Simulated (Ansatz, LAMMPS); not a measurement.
# Static equation of state of glassy NaFeSi2O6 (120 atoms)

Density of this cell: 2.79 g/cm³. The cell holds 120 atoms: 12 Fe, 12 Na, 72 O and 24 Si. Cell: a = 11.797 Å, b = 12.103 Å, c = 11.568 Å, α = 89.3°, β = 92.1°, γ = 87.9°. The starting structure: 120 atoms (12 Fe, 12 Na, 72 O, 24 Si) placed at random at 2.76 g/cm³, melted at 4500 K for 20 ps at fixed volume with the Morse and Coulomb pair potential with partial charges (Pedone, Malavasi, Menziani, Cormack and Segre, J. Phys. Chem. B 110, 11780 (2006)). Quenched from 4500 K to 300 K at 10 K/ps and fixed volume, held 5 ps.

Calculated with Ansatz 0.2.0: Kohn-Sham DFT, PBE, PAW (set soft_2), plane waves; cutoff 420 eV, Γ point, fermi-dirac smearing of 0.05 eV, spin polarised, started with 6 moments up and 6 down in a pattern of our own, ending at 0.0 μB in the cell. Cell and atoms were relaxed first, to V0 = 13.745 Å³ an atom at a residual P0 = 0.000 GPa. The cell was then scaled evenly, and the atoms were relaxed at each volume.

| volume (Å³/atom) | pressure (GPa) |
| --- | --- |
| 12.370 | ? |
| 12.920 | 3.359 |
| 13.332 | 1.653 |
| 14.157 | -1.457 |
| 14.569 | -2.192 |

Task: Fit the third-order Birch–Murnaghan equation to the rows given and extrapolate to the withheld row.

Worked fit:

Take the Eulerian strain f = ½[(V0/V)^(2/3) − 1] and the normalised pressure F = (P − P0) / [3f(1 + 2f)^(5/2)]. The third-order Birch–Murnaghan equation is then the line F = B0 + (3/2)B0(B′ − 4) f, so u = f and v = F.

```
      u = f  v = F (GPa)
  0.0210566      47.9622
  0.0102570      51.0741
-0.00975645      52.2795
 -0.0190506      42.2573
```

With n = 4: mean u = 6.2664e-4, mean v = 48.3933, Σ(u − ū)² = 0.0010051, Σ(u − ū)(v − v̄) = 0.097398. Slope b = 0.097398 / 0.0010051 = 96.901; intercept a = v̄ − b ū = 48.333.

So B0 = a = 48.3 GPa and B′ = 4 + 2b/(3a) = 5.34. At the withheld volume f = 0.03638, F = a + b f = 51.86 GPa, and P = P0 + 3f(1 + 2f)^(5/2) F.

Prediction at 12.370: 6.747 GPa. The run gave 5.547 GPa, so the fit is high by 1.2 GPa (22 % of the value).

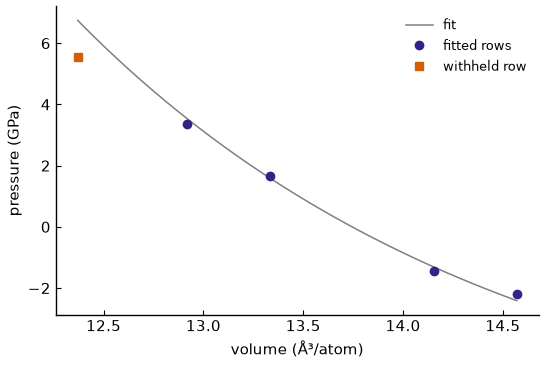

The fit, the rows that it rests on and the withheld row.

The series isn't one smooth equation of state: even a line fitted to all rows, the withheld one included, misses F by up to 13.9 %, the count of bonds changes along the series and an atom moves over 0.5 Å in some relaxation. B0 and B′ are then only the numbers of this fit, not moduli of the material. Among the rows given, the largest miss of the fit is at 14.569, by 0.22 GPa (2.8 % of the range of the table).

Limits: Static cells at zero temperature; the cell shape is held. The program notes that the SCF threshold of these relaxations is loose for the stress. The quench rate of 10 K/ps is many orders above laboratory rates, so the cell is likely richer in defects and strain than a real sample. The network of bonds at the start is that of the classical potential that made the cell, and needn't be the one that DFT or experiment would give. Without a Hubbard term or exact exchange, open shells on Fe are likely too delocalised. Only the Γ point is sampled, in a cell whose shortest periodic width is 12 Å.

[Logs are printed without paths, hosts, clocks, repeated set-up lines and the standing remarks that a program may print on its own settings, such as how far it seeks lower states.]

[Hosts, paths, dates, database ids (printed as entryN), source tags and the programs' standing remarks are cut or masked in the printed files.]
